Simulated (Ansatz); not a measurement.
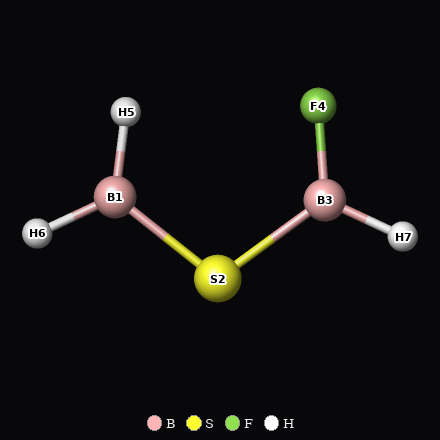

The system is B₂FH₃S, SMILES BSBF; the picture shows the reference structure. Coordinates scanned: (1) angle B1–S2–B3; (2) change of the bonds S2–B1, S2–B3, all alike. Nothing is relaxed (all other coordinates rigid). Grid: 15 × 15 points. At 3 points there is no value (left out of the scan, as a rule where atoms come close). Points are written as (first, second). Energies are in kJ/mol, from the lowest grid point. These are results of RHF/def2-TZVP in Ansatz 0.2.0, not measurements.

Its coordinates:

```yaml
atoms:
  - { symbol: B, position_ang: [0.2064, -0.5240, -1.3356] }
  - { symbol: S, position_ang: [-1.0353, 0.3634, -0.3630] }
  - { symbol: B, position_ang: [-0.2985, 0.5549, 1.2987] }
  - { symbol: F, position_ang: [0.8873, 0.0983, 1.5895] }
  - { symbol: H, position_ang: [1.2385, -0.8511, -0.8643] }
  - { symbol: H, position_ang: [-0.0748, -0.7551, -2.4623] }
  - { symbol: H, position_ang: [-0.9235, 1.1137, 2.1370] }
```

Range: angle B1–S2–B3 from 60.3 to 150.3°; change of the bonds S2–B1, S2–B3, all alike from −0.200 to 0.309 Å.

Question: What will the energy surface look like?

Answer: The lowest grid point is at (105.3°, 0.018 Å). It is the only kind of minimum in the scanned range. The highest grid point, (60.3°, −0.091 Å), lies 2407 kJ/mol above the lowest. Round the minimum the two coordinates are weakly coupled (coupling 0.14 in units of the two stiffnesses).

```csv
"second ↓, first →",60.3,66.7,73.1,79.6,86.0,92.4,98.8,105.3,111.7,118.1,124.6,131.0,137.4,143.8,150.3
0.309,905,466,271,188,152,138,134,135,141,151,164,180,199,219,240
0.273,955,480,264,171,131,115,109,110,116,126,140,156,175,195,217
0.236,1016,501,261,156,111,92,86,87,92,102,116,132,152,172,194
0.200,1083,527,263,145,94,72,65,65,71,81,95,111,131,152,174
0.164,1162,559,269,138,80,55,46,46,51,61,75,92,112,133,155
0.127,1256,600,282,134,69,40,30,29,34,44,58,75,95,117,139
0.091,1364,649,300,136,62,30,17,15,20,30,44,61,82,103,126
0.055,1494,706,327,144,60,23,8,5,10,20,34,51,72,94,117
0.018,1656,776,362,159,64,21,4,0,4,14,28,45,66,88,111
−0.018,1850,855,407,181,74,26,6,0,3,13,27,45,65,88,111
−0.055,2099,950,463,213,93,38,14,7,9,18,32,50,71,94,117
−0.091,2407,1057,531,255,120,57,29,20,22,31,45,63,84,106,130
−0.127,–,1182,612,309,158,86,54,43,43,51,65,83,104,127,151
−0.164,–,1332,711,379,210,128,90,76,75,83,97,114,136,159,183
−0.200,–,1507,824,463,274,181,138,121,118,125,138,156,177,201,225
```

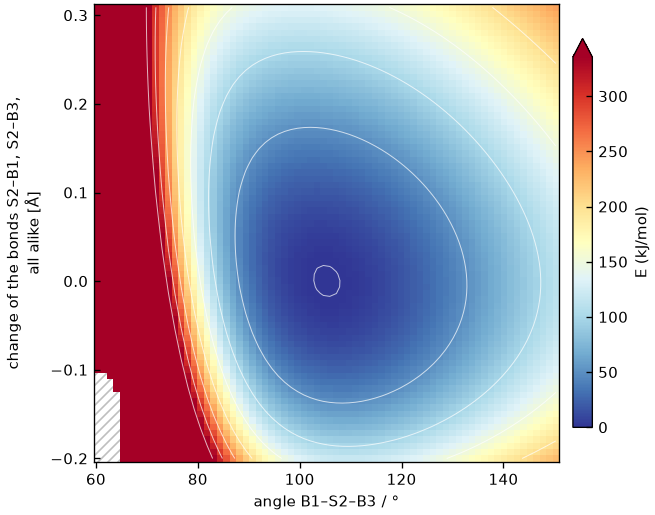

Drawn: a smooth colour map with a few white contour lines, one colour for all values above the top of the scale, hatched blanks where no value was computed. Between grid points the surface is interpolated.

The whole map (222 points run) took 11 min on 1 thread of Arm Neoverse V1, on a shared host.
